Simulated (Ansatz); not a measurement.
# Ag+ with SiH4O4: interaction against distance

How does the interaction of this pair fall off with distance, and which methods keep to CCSD(T) along the way?

Method: single points in def2-TZVPPD, with counterpoise; program: Ansatz 0.2.0, Gaussian basis.

Correlated methods freeze the cores. Filled d shells of the heavier atoms are correlated. Core potentials replace the inner electrons past krypton, and spin-orbit coupling is left out. B3LYP uses VWN-RPA correlation.

40 further runs of the same task are left out: 40 set aside as unsound or not needed.

### 1 The system as given

The relaxed pair: 10 atoms, charge 1, spin multiplicity 1.

Atoms are counted from 1 here; the program's logs count them from 0.

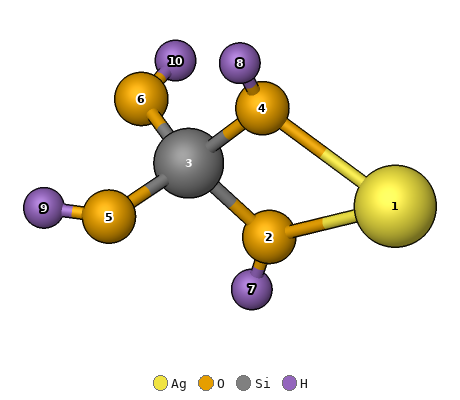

As it starts; silver yellow, oxygen amber, silicon grey, hydrogen purple; atoms are numbered from 1 in the order of the file.

Geometry (Å):

```tsv
atom	x (Å)	y (Å)	z (Å)
Ag1	-0.9516	-1.8991	-1.9470
O2	-0.9143	-1.1315	0.2916
Si3	0.1291	0.1551	0.1911
O4	0.1698	0.1293	-1.4677
O5	1.5600	-0.2021	0.8187
O6	-0.4113	1.5204	0.8352
H7	-1.1014	-1.5405	1.1406
H8	0.7972	0.6761	-1.9478
H9	1.9713	0.3638	1.4756
H10	-1.2486	1.9286	0.6096
```

Atoms 1 to 1 are fragment A, the rest fragment B. The contact Ag1–O4 is 2.37 Å. Interaction at this geometry, from earlier runs: PBE-D4 -211.13, r2SCAN-D4 -218.43, PBE0-D4 -201.40, B3LYP-D4 -204.68, wB97M-V -197.63, Hartree-Fock -152.94, MP2 -188.73, CCSD -179.96, CCSD(T) -184.32 kJ/mol. Each point needs the pair (ab) and both fragments with ghost atoms (a, b).

### 2 B moved by -0.24 Å, wB97M-V/def2-TZVPPD

ab/in.yaml

```yaml
crystal:
  periodic: [false, false, false]
  atoms:
    - {symbol: Ag, position_ang: [-0.951587, -1.899123, -1.947021]}
    - {symbol: O, position_ang: [-0.992455, -1.287454, 0.131672]}
    - {symbol: Si, position_ang: [0.050894, -0.000850, 0.031168]}
    - {symbol: O, position_ang: [0.091664, -0.026721, -1.627658]}
    - {symbol: O, position_ang: [1.481837, -0.358127, 0.658746]}
    - {symbol: O, position_ang: [-0.489491, 1.364438, 0.675296]}
    - {symbol: H, position_ang: [-1.179584, -1.696519, 0.980687]}
    - {symbol: H, position_ang: [0.719066, 0.520142, -2.107712]}
    - {symbol: H, position_ang: [1.893092, 0.207808, 1.315647]}
    - {symbol: H, position_ang: [-1.326790, 1.772604, 0.449688]}
basis:
  gaussian: {orbitals: "def2-TZVPPD.json"}
total_charge: 1
hamiltonian: {xc: {name: wB97M-V}}
```

a/in.yaml

```yaml
crystal:
  periodic: [false, false, false]
  atoms:
    - {symbol: Ag, position_ang: [-0.951587, -1.899123, -1.947021]}
basis:
  gaussian:
    orbitals: "def2-TZVPPD.json"
    ghost_atoms:
      - {symbol: O, position_ang: [-0.992455, -1.287454, 0.131672]}
      - {symbol: Si, position_ang: [0.050894, -0.000850, 0.031168]}
      - {symbol: O, position_ang: [0.091664, -0.026721, -1.627658]}
      - {symbol: O, position_ang: [1.481837, -0.358127, 0.658746]}
      - {symbol: O, position_ang: [-0.489491, 1.364438, 0.675296]}
      - {symbol: H, position_ang: [-1.179584, -1.696519, 0.980687]}
      - {symbol: H, position_ang: [0.719066, 0.520142, -2.107712]}
      - {symbol: H, position_ang: [1.893092, 0.207808, 1.315647]}
      - {symbol: H, position_ang: [-1.326790, 1.772604, 0.449688]}
total_charge: 1
hamiltonian: {xc: {name: wB97M-V}}
```

b/in.yaml

```yaml
crystal:
  periodic: [false, false, false]
  atoms:
    - {symbol: O, position_ang: [-0.992455, -1.287454, 0.131672]}
    - {symbol: Si, position_ang: [0.050894, -0.000850, 0.031168]}
    - {symbol: O, position_ang: [0.091664, -0.026721, -1.627658]}
    - {symbol: O, position_ang: [1.481837, -0.358127, 0.658746]}
    - {symbol: O, position_ang: [-0.489491, 1.364438, 0.675296]}
    - {symbol: H, position_ang: [-1.179584, -1.696519, 0.980687]}
    - {symbol: H, position_ang: [0.719066, 0.520142, -2.107712]}
    - {symbol: H, position_ang: [1.893092, 0.207808, 1.315647]}
    - {symbol: H, position_ang: [-1.326790, 1.772604, 0.449688]}
basis:
  gaussian:
    orbitals: "def2-TZVPPD.json"
    ghost_atoms:
      - {symbol: Ag, position_ang: [-0.951587, -1.899123, -1.947021]}
hamiltonian: {xc: {name: wB97M-V}}
```

The basis file named in the input lies beside it (Basis Set Exchange, JSON).

Each run has its own folder and the same command.

On the command line:

```
ansatz run in.yaml --threads 2 --pin off --events-out ev --progress --plain --max-ram 22528MiB --backend cuda --devices 0, --max-vram 18GiB
```

ab printed (excerpt; [...] marks lines left out):

```text
Functional definition: wB97M-V
  name "wB97M-V"
  cite "Mardirossian & Head-Gordon, J. Chem. Phys. 144, 214110 (2016) doi:10.1063/1.4952647"
  cite "Becke, J. Chem. Phys. 107, 8554 (1997) doi:10.1063/1.475007"
  cite "Vydrov & Van Voorhis, J. Chem. Phys. 133, 244103 (2010) doi:10.1063/1.3521275"
  # Of w^i u^j: cxij and so on, Table III.
[...]
  gx(w, u) = 1 - cx + cx01*u + cx10*w
  gss(w, u) = css00 + css04*u^4 + css10*w + css20*w^2 + css43*w^4*u^3
  gos(w, u) = cos00 + cos10*w + (cos20 + cos21*u)*w^2 + (cos60 + cos61*u)*w^6
[...]
      + integral(e_c_pw_mod_opposite_spin*gos(b97_w_opposite, b97_u_opposite)) + vv10(b, c)
1639 factors; their error is unknown
451 factors; integrals over basis functions are off by at most 2.1e-5 eV
[...]
mean field -20130.05109005 eV, -739.7657329206 hartree, gradient 7.6e-5 eV, S^2 0.000000; 0 other end points of the search recorded, 0 dependent functions left out
reference -20130.05117330 eV, -739.7657359801 hartree; 34, 34 occupied and 298, 298 virtual orbitals, 1639 factors
Total energy: -20130.05117330 eV, -739.7657359801 hartree
```

Output in a (excerpt; [...] marks lines left out):

```text
[... 5 set-up lines as earlier in the session ...]
  # Of w^i u^j: cxij and so on, Table III.
[...]
  gx(w, u) = 1 - cx + cx01*u + cx10*w
  gss(w, u) = css00 + css04*u^4 + css10*w + css20*w^2 + css43*w^4*u^3
  gos(w, u) = cos00 + cos10*w + (cos20 + cos21*u)*w^2 + (cos60 + cos61*u)*w^6
[...]
      + integral(e_c_pw_mod_opposite_spin*gos(b97_w_opposite, b97_u_opposite)) + vv10(b, c)
1595 factors; their error is unknown
437 factors; integrals over basis functions are off by at most 4.0e-5 eV
[...]
mean field -3990.02715833 eV, -146.6307935309 hartree, gradient 2.1e-5 eV, S^2 0.000000; 0 other end points of the search recorded, 0 dependent functions left out
reference -3990.02719079 eV, -146.6307947239 hartree; 9, 9 occupied and 323, 323 virtual orbitals, 1595 factors
Total energy: -3990.02719079 eV, -146.6307947239 hartree
```

Output in b (excerpt; [...] marks lines left out):

```text
[... 5 set-up lines as earlier in the session ...]
  # Of w^i u^j: cxij and so on, Table III.
[...]
  gx(w, u) = 1 - cx + cx01*u + cx10*w
  gss(w, u) = css00 + css04*u^4 + css10*w + css20*w^2 + css43*w^4*u^3
  gos(w, u) = cos00 + cos10*w + (cos20 + cos21*u)*w^2 + (cos60 + cos61*u)*w^6
[...]
      + integral(e_c_pw_mod_opposite_spin*gos(b97_w_opposite, b97_u_opposite)) + vv10(b, c)
1581 factors; their error is unknown
433 factors; integrals over basis functions are off by at most 3.2e-5 eV
[...]
mean field -16138.20621104 eV, -593.0681393867 hartree, gradient 1.5e-5 eV, S^2 0.000000; 0 other end points of the search recorded, 0 dependent functions left out
reference -16138.20628359 eV, -593.0681420529 hartree; 25, 25 occupied and 307, 307 virtual orbitals, 1581 factors
Total energy: -16138.20628359 eV, -593.0681420529 hartree
```

Times: 2.4 s (ab), 2.7 s (a), 2.8 s (b) on 1 × a share of an NVIDIA H100 with 2 threads of AMD EPYC 7R13, shared host; peak memory 1 GiB.

ab − a − b = -175.38 kJ/mol.

### 3 B moved by -0.24 Å, CCSD(T)/def2-TZVPPD

Each input of step 2 (ab, a, b) changes in the same lines:

```diff
-hamiltonian: {xc: {name: wB97M-V}}
+correlation: {method: ccsd_t}
```

Each run has its own folder and the same command.

On the command line:

```
ansatz run in.yaml --threads 2 --pin off --events-out ev --progress --plain --max-ram 22528MiB --backend cuda --devices 0, --max-vram 18GiB
```

ab printed (excerpt; [...] marks lines left out):

```text
Functional definition: HF
  name "HF"
  cite "Fock, Z. Phys. 61, 126 (1930) doi:10.1007/BF01340294"
  parent pbe
[...]
2021 factors; integrals over basis functions are off by at most 1.1e-3 eV
[...]
mean field -20055.44757234 eV, -737.0241042130 hartree, gradient 8.2e-6 eV, S^2 0.000000; 0 other end points of the search recorded, 0 dependent functions left out
9 core orbitals not correlated, not the lowest: weight in the atoms' cores, before any rotation towards them, 1.000 or more for the frozen orbitals, at most 0.000 for the correlated occupied ones
reference -20055.44757234 eV, -737.0241042130 hartree; 25, 25 occupied and 298, 298 virtual orbitals, 2021 factors
second order -46.88740521 eV of doubles, -0.00000000 eV of singles
cycle   1  -45.26537128 eV  change     1.6e0 eV  update   1.3e-1
[...]
cycle  12  -46.33291725 eV  change   -3.6e-5 eV  update   6.9e-6
perturbative correction -1.53084992 eV, -0.0562576969 hartree
Total energy: -20103.31133951 eV, -738.7830652132 hartree
```

Log of a (excerpt; [...] marks lines left out):

```text
[... 4 set-up lines as earlier in the session ...]
[...]
2040 factors; integrals over basis functions are off by at most 1.1e-3 eV
[...]
mean field -3969.68967542 eV, -145.8834048192 hartree, gradient 2.7e-6 eV, S^2 0.000000; 0 other end points of the search recorded, 0 dependent functions left out
reference -3969.68967542 eV, -145.8834048192 hartree; 9, 9 occupied and 323, 323 virtual orbitals, 2040 factors
second order -16.83057679 eV of doubles, -0.00000000 eV of singles
cycle   1  -15.85940863 eV  change    9.7e-1 eV  update   6.1e-2
[...]
cycle   7  -16.15626987 eV  change   -5.9e-6 eV  update   1.8e-5
perturbative correction -0.41665683 eV, -0.0153118561 hartree
Total energy: -3986.26260211 eV, -146.4924486417 hartree
```

Output in b (excerpt; [...] marks lines left out):

```text
[... 4 set-up lines as earlier in the session ...]
[...]
2021 factors; integrals over basis functions are off by at most 1.1e-3 eV
[...]
mean field -16084.57945122 eV, -591.0973923127 hartree, gradient 3.0e-6 eV, S^2 0.000000; 0 other end points of the search recorded, 0 dependent functions left out
9 core orbitals not correlated: weight in the atoms' cores, before any rotation towards them, 1.000 or more for the frozen orbitals, at most 0.000 for the correlated occupied ones
reference -16084.57945122 eV, -591.0973923127 hartree; 16, 16 occupied and 307, 307 virtual orbitals, 2021 factors
second order -29.47990118 eV of doubles, -0.00000000 eV of singles
cycle   1  -29.05731456 eV  change    4.2e-1 eV  update   1.1e-1
[...]
cycle   9  -29.75364609 eV  change    6.9e-6 eV  update   1.2e-5
perturbative correction -1.05188738 eV, -0.0386561481 hartree
Total energy: -16115.38498468 eV, -592.2294747867 hartree
```

Wall times: 8.5 s (ab), 7.5 s (a), 14 s (b) on 1 × a share of an NVIDIA H100 with 2 threads of AMD EPYC 7R13, shared host; peak memory 0.89 GiB.

ab − a − b = -160.53 kJ/mol.

### 4 B moved by +0.12 Å, wB97M-V/def2-TZVPPD

ab/in.yaml

```yaml
crystal:
  periodic: [false, false, false]
  atoms:
    - {symbol: Ag, position_ang: [-0.951587, -1.899123, -1.947021]}
    - {symbol: O, position_ang: [-0.875213, -1.053471, 0.371553]}
    - {symbol: Si, position_ang: [0.168136, 0.233133, 0.271050]}
    - {symbol: O, position_ang: [0.208906, 0.207262, -1.387777]}
    - {symbol: O, position_ang: [1.599079, -0.124143, 0.898627]}
    - {symbol: O, position_ang: [-0.372249, 1.598422, 0.915177]}
    - {symbol: H, position_ang: [-1.062342, -1.462535, 1.220569]}
    - {symbol: H, position_ang: [0.836308, 0.754126, -1.867831]}
    - {symbol: H, position_ang: [2.010334, 0.441791, 1.555528]}
    - {symbol: H, position_ang: [-1.209548, 2.006588, 0.689569]}
basis:
  gaussian: {orbitals: "def2-TZVPPD.json"}
total_charge: 1
hamiltonian: {xc: {name: wB97M-V}}
```

a/in.yaml

```yaml
crystal:
  periodic: [false, false, false]
  atoms:
    - {symbol: Ag, position_ang: [-0.951587, -1.899123, -1.947021]}
basis:
  gaussian:
    orbitals: "def2-TZVPPD.json"
    ghost_atoms:
      - {symbol: O, position_ang: [-0.875213, -1.053471, 0.371553]}
      - {symbol: Si, position_ang: [0.168136, 0.233133, 0.271050]}
      - {symbol: O, position_ang: [0.208906, 0.207262, -1.387777]}
      - {symbol: O, position_ang: [1.599079, -0.124143, 0.898627]}
      - {symbol: O, position_ang: [-0.372249, 1.598422, 0.915177]}
      - {symbol: H, position_ang: [-1.062342, -1.462535, 1.220569]}
      - {symbol: H, position_ang: [0.836308, 0.754126, -1.867831]}
      - {symbol: H, position_ang: [2.010334, 0.441791, 1.555528]}
      - {symbol: H, position_ang: [-1.209548, 2.006588, 0.689569]}
total_charge: 1
hamiltonian: {xc: {name: wB97M-V}}
```

b/in.yaml

```yaml
crystal:
  periodic: [false, false, false]
  atoms:
    - {symbol: O, position_ang: [-0.875213, -1.053471, 0.371553]}
    - {symbol: Si, position_ang: [0.168136, 0.233133, 0.271050]}
    - {symbol: O, position_ang: [0.208906, 0.207262, -1.387777]}
    - {symbol: O, position_ang: [1.599079, -0.124143, 0.898627]}
    - {symbol: O, position_ang: [-0.372249, 1.598422, 0.915177]}
    - {symbol: H, position_ang: [-1.062342, -1.462535, 1.220569]}
    - {symbol: H, position_ang: [0.836308, 0.754126, -1.867831]}
    - {symbol: H, position_ang: [2.010334, 0.441791, 1.555528]}
    - {symbol: H, position_ang: [-1.209548, 2.006588, 0.689569]}
basis:
  gaussian:
    orbitals: "def2-TZVPPD.json"
    ghost_atoms:
      - {symbol: Ag, position_ang: [-0.951587, -1.899123, -1.947021]}
hamiltonian: {xc: {name: wB97M-V}}
```

One command serves all of them, each in its own folder.

On the command line:

```
ansatz run in.yaml --threads 2 --pin off --events-out ev --progress --plain --max-ram 22528MiB --backend cuda --devices 0, --max-vram 18GiB
```

Output in ab (excerpt; [...] marks lines left out):

```text
[... 5 set-up lines as earlier in the session ...]
  # Of w^i u^j: cxij and so on, Table III.
[...]
  gx(w, u) = 1 - cx + cx01*u + cx10*w
  gss(w, u) = css00 + css04*u^4 + css10*w + css20*w^2 + css43*w^4*u^3
  gos(w, u) = cos00 + cos10*w + (cos20 + cos21*u)*w^2 + (cos60 + cos61*u)*w^6
[...]
      + integral(e_c_pw_mod_opposite_spin*gos(b97_w_opposite, b97_u_opposite)) + vv10(b, c)
1639 factors; their error is unknown
451 factors; integrals over basis functions are off by at most 2.3e-5 eV
[...]
mean field -20130.24738261 eV, -739.7729465392 hartree, gradient 2.9e-5 eV, S^2 0.000000; 0 other end points of the search recorded, 0 dependent functions left out
reference -20130.24746393 eV, -739.7729495275 hartree; 34, 34 occupied and 298, 298 virtual orbitals, 1639 factors
Total energy: -20130.24746393 eV, -739.7729495275 hartree
```

a printed (excerpt; [...] marks lines left out):

```text
[... 5 set-up lines as earlier in the session ...]
  # Of w^i u^j: cxij and so on, Table III.
[...]
  gx(w, u) = 1 - cx + cx01*u + cx10*w
  gss(w, u) = css00 + css04*u^4 + css10*w + css20*w^2 + css43*w^4*u^3
  gos(w, u) = cos00 + cos10*w + (cos20 + cos21*u)*w^2 + (cos60 + cos61*u)*w^6
[...]
      + integral(e_c_pw_mod_opposite_spin*gos(b97_w_opposite, b97_u_opposite)) + vv10(b, c)
1595 factors; their error is unknown
437 factors; integrals over basis functions are off by at most 4.0e-5 eV
[...]
mean field -3990.02644151 eV, -146.6307671883 hartree, gradient 2.2e-5 eV, S^2 0.000000; 0 other end points of the search recorded, 0 dependent functions left out
reference -3990.02647211 eV, -146.6307683130 hartree; 9, 9 occupied and 323, 323 virtual orbitals, 1595 factors
Total energy: -3990.02647211 eV, -146.6307683130 hartree
```

b printed (excerpt; [...] marks lines left out):

```text
[... 5 set-up lines as earlier in the session ...]
  # Of w^i u^j: cxij and so on, Table III.
[...]
  gx(w, u) = 1 - cx + cx01*u + cx10*w
  gss(w, u) = css00 + css04*u^4 + css10*w + css20*w^2 + css43*w^4*u^3
  gos(w, u) = cos00 + cos10*w + (cos20 + cos21*u)*w^2 + (cos60 + cos61*u)*w^6
[...]
      + integral(e_c_pw_mod_opposite_spin*gos(b97_w_opposite, b97_u_opposite)) + vv10(b, c)
1581 factors; their error is unknown
433 factors; integrals over basis functions are off by at most 3.3e-5 eV
[...]
mean field -16138.20574884 eV, -593.0681224012 hartree, gradient 1.5e-5 eV, S^2 0.000000; 0 other end points of the search recorded, 0 dependent functions left out
reference -16138.20582195 eV, -593.0681250879 hartree; 25, 25 occupied and 307, 307 virtual orbitals, 1581 factors
Total energy: -16138.20582195 eV, -593.0681250879 hartree
```

They took 3.1 s (ab), 3.2 s (a), 5.5 s (b) on 1 × a share of an NVIDIA H100 with 2 threads of AMD EPYC 7R13, shared host; peak memory 0.99 GiB.

This point gives -194.43 kJ/mol.

### 5 B moved by +0.12 Å, CCSD(T)/def2-TZVPPD

The same edit goes into each in.yaml of step 4 (ab, a, b):

```diff
-hamiltonian: {xc: {name: wB97M-V}}
+correlation: {method: ccsd_t}
```

One command serves all of them, each in its own folder.

On the command line:

```
ansatz run in.yaml --threads 2 --pin off --events-out ev --progress --plain --max-ram 22528MiB --backend cuda --devices 0, --max-vram 18GiB
```

Log of ab (excerpt; [...] marks lines left out):

```text
[... 4 set-up lines as earlier in the session ...]
[...]
2021 factors; integrals over basis functions are off by at most 1.1e-3 eV
[...]
mean field -20055.89072717 eV, -737.0403898525 hartree, gradient 4.7e-6 eV, S^2 0.000000; 0 other end points of the search recorded, 0 dependent functions left out
9 core orbitals not correlated, not the lowest: weight in the atoms' cores, before any rotation towards them, 1.000 or more for the frozen orbitals, at most 0.000 for the correlated occupied ones
reference -20055.89072717 eV, -737.0403898525 hartree; 25, 25 occupied and 298, 298 virtual orbitals, 2021 factors
second order -46.56651367 eV of doubles, -0.00000000 eV of singles
cycle   1  -45.06937576 eV  change     1.5e0 eV  update   1.3e-1
[...]
cycle  12  -46.10044031 eV  change   -4.4e-5 eV  update   8.8e-6
perturbative correction -1.50024014 eV, -0.0551328082 hartree
Total energy: -20103.49140762 eV, -738.7896825940 hartree
```

a printed (excerpt; [...] marks lines left out):

```text
[... 4 set-up lines as earlier in the session ...]
[...]
2040 factors; integrals over basis functions are off by at most 1.1e-3 eV
[...]
mean field -3969.68893963 eV, -145.8833777798 hartree, gradient 8.3e-7 eV, S^2 0.000000; 0 other end points of the search recorded, 0 dependent functions left out
reference -3969.68893963 eV, -145.8833777798 hartree; 9, 9 occupied and 323, 323 virtual orbitals, 2040 factors
second order -16.79845447 eV of doubles, -0.00000000 eV of singles
cycle   1  -15.83379453 eV  change    9.6e-1 eV  update   6.0e-2
[...]
cycle   7  -16.12752835 eV  change   -3.7e-6 eV  update   1.4e-5
perturbative correction -0.41090911 eV, -0.0151006314 hartree
Total energy: -3986.22737710 eV, -146.4911541464 hartree
```

Output in b (excerpt; [...] marks lines left out):

```text
[... 4 set-up lines as earlier in the session ...]
[...]
2021 factors; integrals over basis functions are off by at most 1.1e-3 eV
[...]
mean field -16084.57900538 eV, -591.0973759285 hartree, gradient 3.0e-6 eV, S^2 0.000000; 0 other end points of the search recorded, 0 dependent functions left out
9 core orbitals not correlated: weight in the atoms' cores, before any rotation towards them, 1.000 or more for the frozen orbitals, at most 0.000 for the correlated occupied ones
reference -16084.57900538 eV, -591.0973759285 hartree; 16, 16 occupied and 307, 307 virtual orbitals, 2021 factors
second order -29.47138692 eV of doubles, -0.00000000 eV of singles
cycle   1  -29.04990211 eV  change    4.2e-1 eV  update   1.1e-1
[...]
cycle   9  -29.74596098 eV  change    6.8e-6 eV  update   1.2e-5
perturbative correction -1.05099253 eV, -0.0386232632 hartree
Total energy: -16115.37595889 eV, -592.2291430951 hartree
```

Times: 10 s (ab), 7 s (a), 14 s (b) on 1 × a share of an NVIDIA H100 with 2 threads of AMD EPYC 7R13, shared host; peak memory 0.89 GiB.

This point gives -182.17 kJ/mol.

(Part 1 of 2 ends here.)
